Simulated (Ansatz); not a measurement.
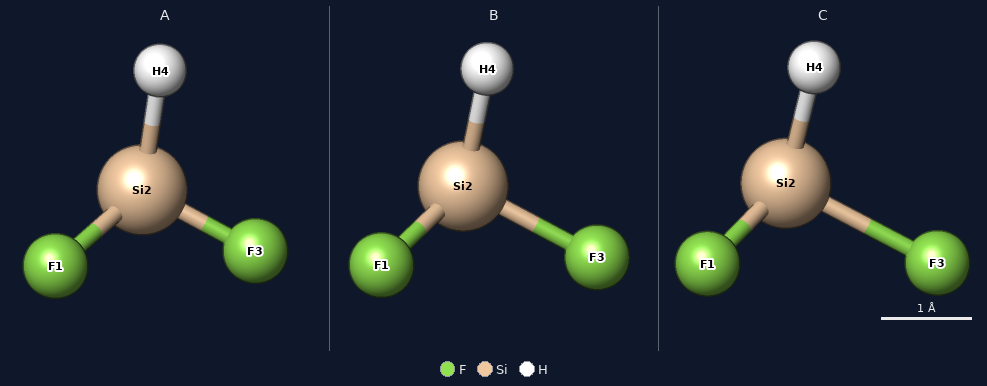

Frames of a one-coordinate scan of SiHF$_{2}$ (multiplicity 2). A ball-and-stick model, seen at a tilt.

Computed with Ansatz: B3LYP-D4, basis def2-TZVPP, on geometries relaxed under the constraint at PBE0-D4/def2-TZVP. Energies are counted from the PBE0-D4/def2-TZVP minimum geometry at the same level.

> Which coordinate changes from frame to frame?

The Si2–F3 distance is varied, with all other coordinates relaxed. In the frames the distance is 1.433 Å (A), 1.692 Å (B), 1.910 Å (C). Their energies are 60.1 kJ/mol, 11.3 kJ/mol, 87.1 kJ/mol.
